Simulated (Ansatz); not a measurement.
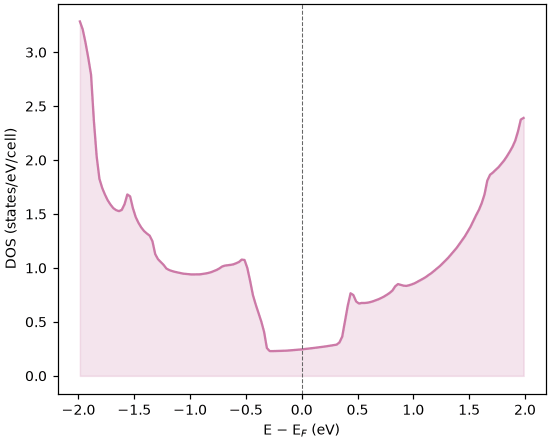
Density of states of MoSi$_{2}$ (I4/mmm) near the Fermi level, PBEsol, rigid bands run with Ansatz (a quantum-chemistry and plane-wave program).

Problem. With 3 atoms a cell, what bare Sommerfeld coefficient γ = (π²/3) k_B² N(E_F) follows?

Solution. N(E_F) ≈ 0.25 states/eV a cell at 300 K, so γ ≈ 0.193 mJ/(mol of atoms·K²), before electron-phonon enhancement.

Problem. How far does the Fermi level move in a rigid band for 0.1 electron a cell added or removed?

Solution. 357 meV and -368 meV.

A metal at this level (no band gap); rigid bands, thermally averaged at 300 K, both spins. Spin-orbit coupling is left out. Geometry: cell and atoms relaxed with PBEsol.
